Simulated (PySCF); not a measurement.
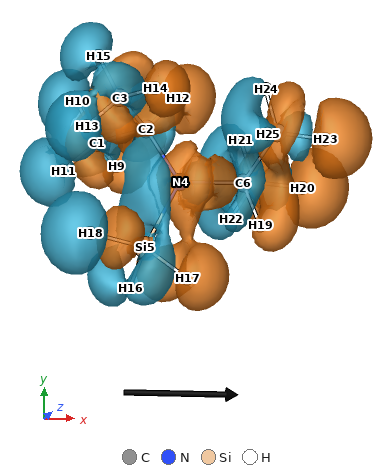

Figure. C₆H₁₇NSi, SMILES `CC(C)N([SiH3])C(C)C`. Change of the electron density in a uniform field of 0.51 V/Å along +x (arrow), surfaces at ±0.003 e/Å³ (light blue: gain, orange: loss).

Method: CAM-B3LYP/6-31+G*; geometry: GFN2-xTB; program: PySCF. No frequency check shows the geometry to be a minimum. The basis has diffuse s and p functions alone, which still leaves polarisabilities too small, most of all across bonds.

> How large is the response?

The induced dipole is 2.65 D (along the field); α along this axis, from the fields in both directions, is 105 bohr³ (15.5 Å³).

> Which atoms gain and lose the most charge?

Electrons gather most on H18 (Hirshfeld charge changes by −0.021 e) and leave H23 most (+0.021 e); 0.245 electrons are displaced in all.
